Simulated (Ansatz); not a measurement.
## How far to go with the k-point mesh at a smearing width of 0.3 eV: Fe (Im-3m, 1 atom in the cell)

```
Fe
1.0
   -1.43070     1.43070     1.43070
    1.43070    -1.43070     1.43070
    1.43070     1.43070    -1.43070
Fe
1
Direct
  0.00000   0.00000   0.00000
```
Moments meant for the start (each program seeds them in its own way; μB, in the order of the atoms Fe): 2.5.

Computed with PBE (plane waves, PAW; Ansatz, an electronic-structure program).

Base settings: basis.ecutwfc = 420 eV; kpoints.mp_grid.grid = 16 16 16; hamiltonian.xc = pbe; hamiltonian.pseudopotentials = {kind: paw} (the program's default PAW files); magnetization.spin_polarized = true; scf.occupations.method = gaussian; scf.occupations.width = 0.1 eV.

In this ladder: scf.occupations.width = 0.3 eV.

Only quantities that move along the ladder and can be compared are tabulated.

The count of work is k-points × plane waves × bands × iterations; it is no time. 

The starting cell has typed, rounded lattice constants, without a prior relaxation at this level. Its lattice was rescaled by up to half a per cent. With one magnetic atom in the cell only a parallel order is possible. In the base run, with a pressure of about -5 GPa the cell is away from its equilibrium volume at this level. Ansatz's pressure includes its estimate of the finite-basis (Pulay) stress.

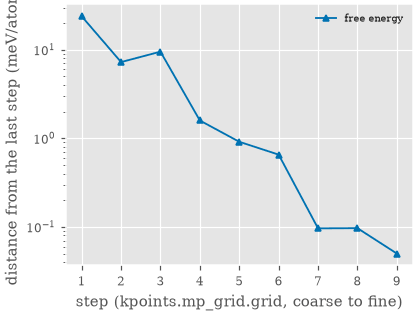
Figure: Distance from the last step along the ladder; very small values are drawn at a floor.

| kpoints.mp_grid.grid | free energy less the last step's (meV/atom) | pressure (GPa) | net moment (μB/atom) | count of work / last |
|---|---|---|---|---|
| 6 6 6 | -23.90 | -5.84 | 2.232 | 0.011 |
| 7 7 7 | -7.26 | -4.82 | 2.266 | 0.014 |
| 8 8 8 | 9.52 | -4.74 | 2.228 | 0.020 |
| 10 10 10 | -1.59 | -6.18 | 2.175 | 0.036 |
| 12 12 12 | -0.91 | -5.29 | 2.221 | 0.050 |
| 14 14 14 | -0.65 | -5.44 | 2.215 | 0.072 |
| 18 18 18 | -0.10 | -5.48 | 2.210 | 0.14 |
| 21 21 21 | 0.10 | -5.41 | 2.212 | 0.20 |
| 31 31 31 | 0.00 | -5.40 | 2.213 | 0.63 |
| 38 38 38 | 0.00 | -5.40 | 2.213 | 1.0 |

Coarsest kpoints.mp_grid.grid that holds the net moment within 0.01 μB/atom of the last step, with all finer ones: 12 12 12, at 0.050 of the last step's count of work; the step before is off by 0.038 μB/atom.

Coarsest kpoints.mp_grid.grid that holds the pressure within 0.5 GPa of the last step, with all finer ones: 12 12 12, at 0.050 of the last step's count of work; the step before is off by 0.78 GPa.

Coarsest kpoints.mp_grid.grid that holds the free energy within 0.5 meV/atom of the last step, with all finer ones: 18 18 18, at 0.14 of the last step's count of work; the step before is off by 0.65 meV/atom.

Two neighbours can agree and both be off: 7 7 7 and 8 8 8 differ by 0.09 GPa in the pressure, yet lie about 0.67 GPa from the last step.

Keys are those of Ansatz 0.2.
